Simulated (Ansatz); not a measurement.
# Si4H10: a line through the functionals

Si4H10 has 14 atoms, charge 0, and is taken as a singlet. SMILES: `[SiH3][SiH]([SiH3])[SiH3]`. The coordinates come from a PBE0-D4/def2-TZVP relaxation.

The vertical energy of the triplet above the singlet y, in eV, basis 6-31G(d); a is the functional's share of exact exchange. Programs: Ansatz 0.2.0.

| functional | program | a | y (eV) |
| --- | --- | --- | --- |
| BLYP | Ansatz | 0 | 5.87 |
| revPBE | Ansatz | 0 | 5.84 |
| B3LYP | Ansatz | 0.2 | ? |
| PBE0 | Ansatz | 0.25 | 6.14 |
| BHLYP | Ansatz | 0.5 | 6.47 |

Q: Fit y = c + s·a to the known rows and predict B3LYP.

A: 
1. Means of the 4 rows: a = 0.1875, y = 6.080.
2. Σ(Δa)² = 0.17188, Σ(Δa·Δy) = 0.21, so the slope is 0.21/0.17188 = 1.2218.
3. Intercept: 6.080 − (1.2218) × 0.1875 = 5.851. The largest residual of the fit is 0.019.
4. B3LYP: 5.851 + (1.2218) × 0.2 = 6.10 eV.

The run gave 6.14 eV, so the prediction is off by -0.04 eV, more than the largest residual. The rows mix families of semi-local functionals, which the line can't see.

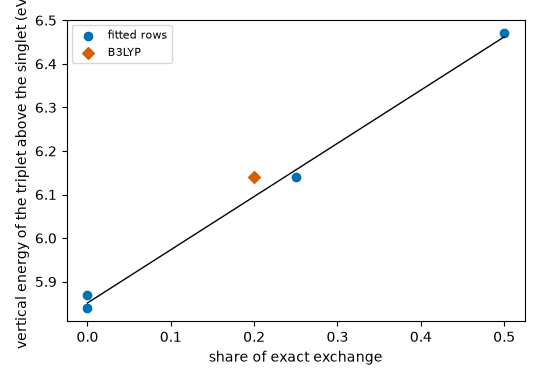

The fitted line, with the withheld row.
